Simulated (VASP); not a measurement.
Band structure of Cu₃Au (L1_2). Level of theory: LDA (Ceperley-Alder, Perdew-Zunger), VASP's LDA PAW potentials (set 64) (plane waves; VASP).

Unless said otherwise, spin-orbit coupling is left out, though it shifts the bands of the heavy elements here.

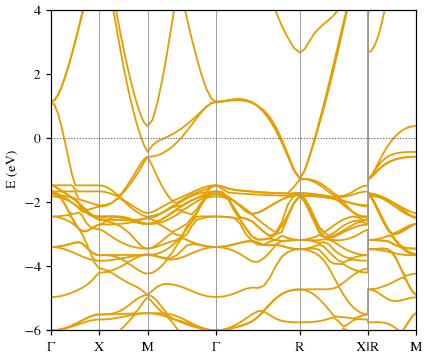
Figure: Bands along high-symmetry lines, zero at the valence-band maximum or, without a gap, the Fermi level

Problem. Read the plot: is there a gap, and where are the band edges?

Solution. It has no gap at this level: it comes out as a metal or semimetal. (Edges off the drawn lines would not show.)

The compound is Cu3Au in the L1_2 structure. It was relaxed first, which changed the volume by -6 %.
